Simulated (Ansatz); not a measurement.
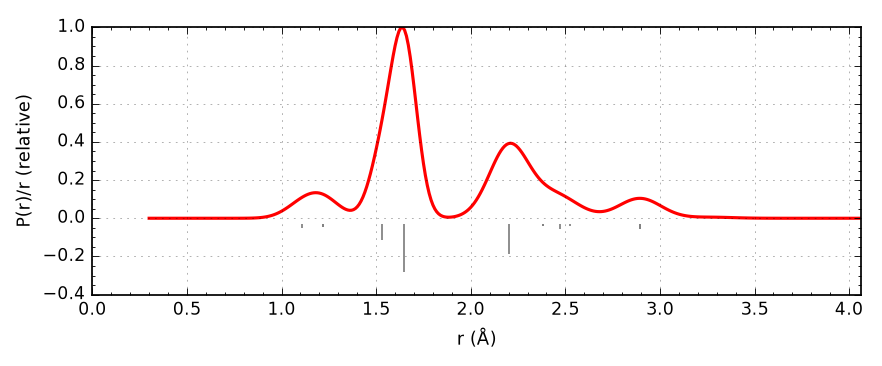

Simulated gas electron diffraction: radial distribution curve of CH3BS. Each pair of atoms contributes with weight ZᵢZⱼ/r (bars below the curve); damping constant 0.001 Å²; vibrational amplitudes assumed, not computed: 0.05 Å for bonds, 0.078 Å for bonds to H, 0.06 + 0.015 r up to 0.15 Å for other pairs. The geometry is the end point of an optimisation (RKS PBE/def2-SVP in Ansatz); it may be a saddle point or a higher isomer.

Q: Which pairs of atoms lie under the first 4 clear peaks? Mark bonded pairs by – and others by ···.

A: Peak 1, 1.18 Å: C–H 1.11 Å, B–H 1.22 Å (×2), not resolved
Peak 2, 1.64 Å: C–B 1.53 Å, S–C 1.65 Å, not resolved
Peak 3, 2.21 Å: S···B 2.20 Å, C···H 2.38 Å (×2), not resolved; in its flanks S···H 2.47 Å
Peak 4, 2.89 Å: S···H 2.89 Å (×2)
